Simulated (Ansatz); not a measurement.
Consider F4Hf···H4OSi.

Input file:

```
crystal:
  periodic: [false, false, false]
  atoms:
    - { symbol: Hf, position_ang: [0.0, 0.0, 0.0] }
    - { symbol: O, position_ang: [0.0, 0.0, 2.42] }
    - { symbol: Si, position_ang: [-1.3147, -0.4067, 3.3836] }
    - { symbol: H, position_ang: [-2.239, -1.2403, 2.6204] }
    - { symbol: H, position_ang: [-0.8506, -1.1432, 4.5557] }
    - { symbol: H, position_ang: [-1.9987, 0.8095, 3.8133] }
    - { symbol: F, position_ang: [1.8671, 0.0, -0.6593] }
    - { symbol: F, position_ang: [-0.9326, 1.6157, -0.6593] }
    - { symbol: F, position_ang: [-0.9326, -1.6157, -0.6593] }
    - { symbol: F, position_ang: [1.19, -1.8071, 0.7189] }
    - { symbol: H, position_ang: [0.77, -1.1692, 1.8915] }
basis:
  gaussian: { orbitals: def2-SVP }
hamiltonian:
  xc: pbe0
  dispersion: d4
relax:
  f_tol: 0.15
  max_steps: 25
  restrain:
    - { distance: [0, 9], at: 1.98, k: 30.0 }
    - { distance: [10, 1], at: 1.01, k: 30.0 }
    - { distance: [0, 1], at: 3.27, k: 30.0 }
    - { distance: [10, 9], at: 2.12, k: 30.0 }
output:
  orbitals: {}
```

Launched as:

```sh
ansatz run input.yaml --threads 4 --pin off --max-ram 5120MiB --backend cpu --events-out ev --progress --plain --runs-dir out
```

The fields are those of the run's last geometry, not of the input's.

Core potentials replace the inner electrons of Hf; not at a stationary point (largest force 0.9 eV/Å).

The calculation used Ansatz, RKS PBE0-D4/def2-SVP.

Question: Predict the electron density and electron localisation function between the atoms.

Answer: Hf–F (1.90 Å): the density is about 0.9 e/Å³ at the midpoint; the ELF peaks at about 0.85 in the valence shell of F, 0.5 Å from its nucleus, and drops to about 0.20 between the two atoms.
Si–H (1.50 Å): ρ is about 0.77 e/Å³ halfway; the ELF climbs to about 1 towards the hydrogen, as it does in any bond to H.

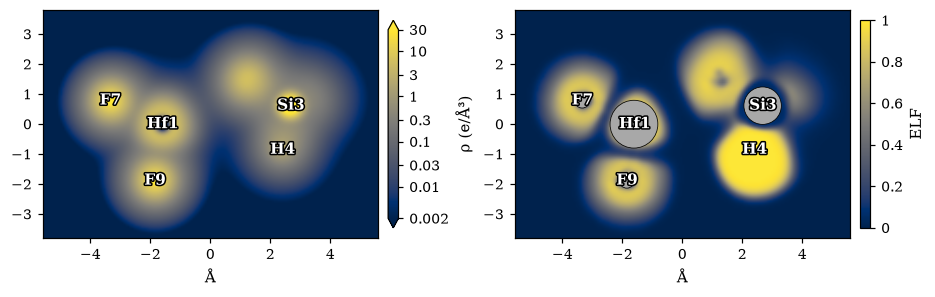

Computed electron density and electron localisation function on the plane of atoms F7, Hf1 and F9, in this order. Grey discs cover the atomic cores in the ELF map. 
